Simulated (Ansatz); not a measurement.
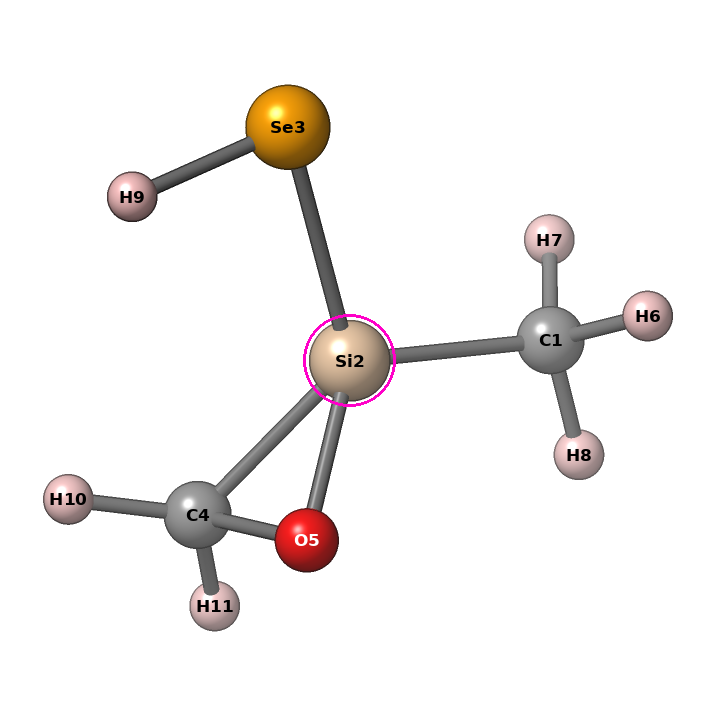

Distant atoms are faded towards the background colour. Circles mark the stereogenic atoms. The computed structure is the end point of a PBE-D4/def2-SVP optimisation. No frequency run is at hand to confirm it as a minimum.

### What are the Cahn–Ingold–Prelog descriptors?

Si2: R (priorities Se3 > O5 > C4 > C1).
